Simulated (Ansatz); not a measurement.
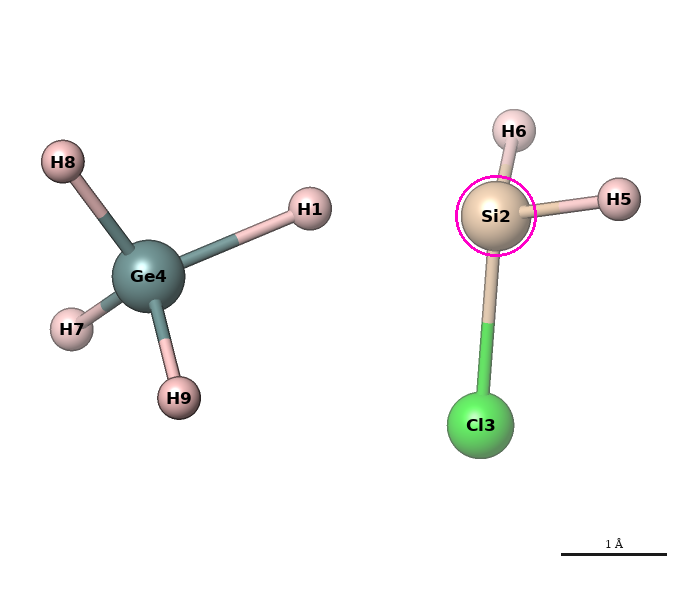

Source: calculation with Ansatz.

Orthographic view. Distant atoms are faded towards the background colour. The species is neutral and a spin doublet. Geometry: start.

Which atoms are bonded to the circled atom?

Answer. The circled atom is Si2; it is bonded to Cl3, H5, H6.

Of Ge4 and H7, which is nearer the viewer?

Answer. Ge4; the bond to H7 points away from the viewer, so it looks shorter than its 1.54 Å.

Which atom is farthest from the viewer?

Answer. H6, 1.9 Å behind the mean position.
